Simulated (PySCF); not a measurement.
# NMR shielding calculation of C4H6FO (charge +1)

C4H6FO, charge +1, computed with GIAO PBE0/pcSseg-1 NMR shielding, non-relativistic, gas phase (PySCF 2.14.0).

The geometry comes from this level: GFN2-xTB, MD frame at 1000 fs, 300 K. It belongs to a series of runs on one base structure; here: MD frame at 1000 fs, 300 K. Figures and captions count atoms from 1; the log counts them from 0 in places.

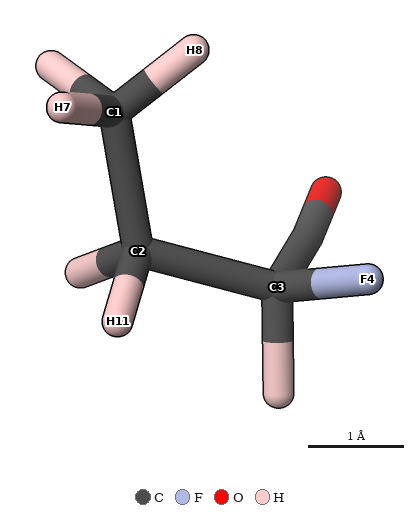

*The structure as given in the input (stick view, seen at a tilt; atoms are numbered from 1 in the order of the input).*

Bond lengths as drawn: C–C 1.40 to 1.57 Å, C–F 1.36 Å, C–H 1.07 to 1.14 Å and C–O 1.10 Å.

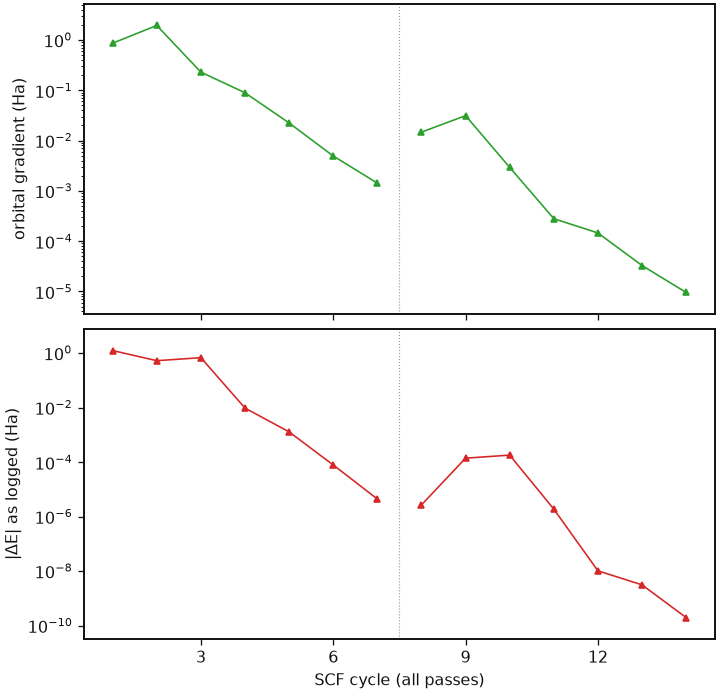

*Convergence of the self-consistent field: orbital gradient and size of the energy change against the SCF cycle. The dotted line marks the change from a coarse to the final integration grid.*

The first 7 cycles use a coarse grid, the final grid takes over at cycle 8, and the field converges after 14 cycles in all.

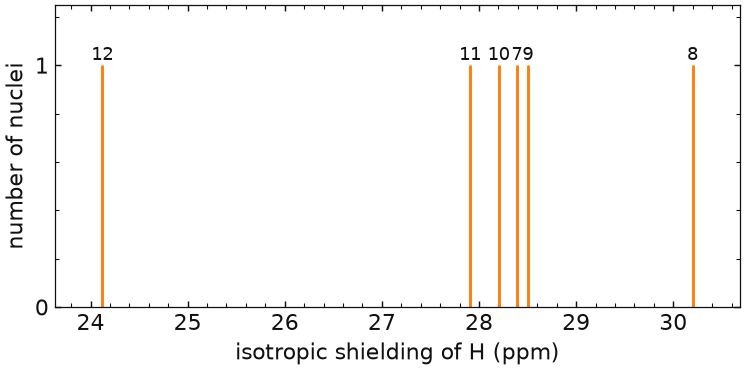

*Isotropic shieldings of the hydrogen nuclei in this fixed geometry, labelled by atom number; shielding grows to the right, so chemical shift grows to the left.*

The least shielded is H12 (24.1 ppm), the most shielded H8 (30.2 ppm).

The input that produced these results follows, with the program's output.

**Input file**
```
{"job": {"kind": "nmr", "xc": "PBE0", "basis": "pcSseg-1", "pop": false}, "charge": 1, "multiplicity": 1}
C     -1.933800    -0.142400     0.577300
C     -0.761700    -1.053700     0.929400
C      0.654700    -0.387200     0.996700
F      0.861800     0.513000     2.000700
C      1.096100    -0.022900    -0.284900
O      1.371700     0.252400    -1.317700
H     -2.754100    -0.310100     1.319300
H     -1.784000     0.914300     0.575700
H     -2.346000    -0.409100    -0.448000
H     -0.666100    -1.801400     0.095300
H     -0.797000    -1.584700     1.861100
H      1.392200    -1.187700     1.287400
```

The first line tells a small driver script what to run in PySCF; the rest is the geometry in Å.

Run as:
```bash
OMP_NUM_THREADS=1 python <driver script> task.json out
```

**What the program printed**
```
coarse grid: 10240 points
cycle   1  E = -330.1314864026  dE =  1.233e+00  |g| = 8.671e-01  |ddm| = 2.945e+00
cycle   2  E = -329.6058005516  dE =  5.257e-01  |g| = 1.951e+00  |ddm| = 1.654e+00
cycle   3  E = -330.2816952167  dE = -6.759e-01  |g| = 2.303e-01  |ddm| = 1.018e+00
cycle   4  E = -330.2912835761  dE = -9.588e-03  |g| = 8.946e-02  |ddm| = 2.016e-01
cycle   5  E = -330.2925672595  dE = -1.284e-03  |g| = 2.241e-02  |ddm| = 5.407e-02
cycle   6  E = -330.2926458821  dE = -7.862e-05  |g| = 4.938e-03  |ddm| = 1.903e-02
cycle   7  E = -330.2926503012  dE = -4.419e-06  |g| = 1.427e-03  |ddm| = 3.969e-03
final grid: 99880 points
cycle   8  E = -330.3462928459  dE = -2.695e-06  |g| = 1.476e-02  |ddm| = 2.274e-02
cycle   9  E = -330.3461535398  dE =  1.393e-04  |g| = 3.136e-02  |ddm| = 2.277e-02
cycle  10  E = -330.3463338967  dE = -1.804e-04  |g| = 2.931e-03  |ddm| = 1.520e-02
cycle  11  E = -330.3463357799  dE = -1.883e-06  |g| = 2.799e-04  |ddm| = 1.969e-03
cycle  12  E = -330.3463357902  dE = -1.030e-08  |g| = 1.454e-04  |ddm| = 3.175e-04
cycle  13  E = -330.3463357933  dE = -3.145e-09  |g| = 3.275e-05  |ddm| = 1.021e-04
cycle  14  E = -330.3463357935  dE = -1.983e-10  |g| = 9.524e-06  |ddm| = 2.975e-05
converged SCF energy = -330.3463357935

GIAO shielding tensors (ppm)
atom      isotropic    diamagn.    paramagn.     s11        s22        s33       span
  0 C      176.530     246.072     -69.542    163.189    169.498    196.902     33.714
  1 C      143.910     252.691    -108.781    116.780    149.073    165.878     49.098
  2 C      112.055     244.314    -132.258     70.857    106.659    158.650     87.794
  3 F      410.100     468.653     -58.554    342.491    403.381    484.427    141.936
  4 C       30.745     265.743    -234.998    -95.159    -72.804    260.198    355.357
  5 O      -40.081     396.540    -436.620   -211.632   -179.148    270.538    482.170
  6 H       28.390      25.167       3.224     23.358     25.655     36.158     12.799
  7 H       30.198      29.912       0.287     25.861     28.751     35.984     10.123
  8 H       28.503      27.291       1.213     23.812     26.290     35.407     11.594
  9 H       28.203      29.706      -1.503     23.515     27.762     33.332      9.816
 10 H       27.909      28.310      -0.401     22.679     27.451     33.598     10.919
 11 H       24.122      25.241      -1.119     20.712     23.463     28.191      7.479
```

**Key numbers**

| quantity | value |
| --- | --- |
| outcome | converged |
| total energy | −330.346336 hartree |
| HOMO | −14.85 eV |
| LUMO | −8.88 eV |
| isotropic shielding, C | 30.7 to 176.5 ppm |
| isotropic shielding, F | 410.1 ppm |
| isotropic shielding, O | −40.1 ppm |
| isotropic shielding, H | 24.1 to 30.2 ppm |
| hardware | 1 CPU thread, shared host |
| wall time | 7.2 s |
| peak memory | 0.65 GiB |
